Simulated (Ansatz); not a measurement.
**Polymorphs of RbAu**

7 relaxations of RbAu ended in 6 distinct structures. These are r2SCAN (plane waves to 500 eV, PAW, scalar-relativistic; Ansatz, a quantum-chemistry and plane-wave program) values and carry that method's errors.

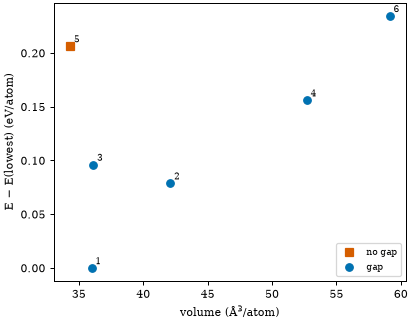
Energy against volume of the distinct structures, numbered as in the table

```csv
#,space group,Pearson,type,E − E(lowest) (eV/atom),V (Å³/atom),"gap (eV, no SOC)",coordination,runs ending here
1,Cmcm,oS8,"AFLOW prototype AB_oC8_63_c_c (B33, as in CrB)",0.000,35.99,0.34,–,1
2,Fm-3m,cF8,rock salt type,0.079,42.11,2.49,"Rb 6 (octahedral)+12, Au 6 (octahedral)",1
3,P2₁3,cP8,"AFLOW prototype AB_cP8_198_a_a (B20, as in FeSi)",0.096,36.12,2.16,–,1
4,P6₃/mmc,hP4,–,0.156,52.70,3.06,–,2
5,P6₃/mmc,hP8,–,0.21,34.33,0.00,–,1
6,F-43m,cF8,zinc blende type,0.235,59.14,3.20,"Rb 4 (tetrahedral)+12, Au 4 (tetrahedral)",1
```

Coordination numbers (neighbours up to the widest gap in distance over summed covalent radii, below 1.35; n+m marks a second, longer set). Cmcm, oS8, AFLOW prototype AB_oC8_63_c_c (B33, as in CrB) is the lowest of the structures calculated here.

```cif
data_Au4Rb4
_chemical_formula_sum 'Au4 Rb4'
_space_group_name_H-M_alt 'Cmcm'
_space_group_IT_number 63
_space_group_name_Hall '-C 2c 2'
_cell_length_a 4.81752
_cell_length_b 12.30036
_cell_length_c 4.85941
_cell_angle_alpha 90.000
_cell_angle_beta 90.000
_cell_angle_gamma 90.000
loop_
_atom_site_label
_atom_site_type_symbol
_atom_site_symmetry_multiplicity
_atom_site_Wyckoff_symbol
_atom_site_fract_x
_atom_site_fract_y
_atom_site_fract_z
_atom_site_occupancy
Au1 Au 4 c 0.00000 0.43520 0.25000 1
Rb1 Rb 4 c 0.00000 0.14100 0.25000 1
```
(The calculation used a cell of 4 atoms; values per cell refer to that cell.)

 2 generated cells of layers, chains or molecules, poorly bound without dispersion, are left out. Each run could gain symmetry but not lose that of its start, so entries can be saddle points. Known forms of RbAu include space group No. 221. That form is not among the structures calculated here. All of these are generated cells (placed on structure types, drawn at random, substituted or restacked) that were not matched to a known phase here. Static energies at zero pressure. No spin polarisation in the result. Spin-orbit coupling is missing; with elements this heavy it can move band edges by tenths of an eV or more.
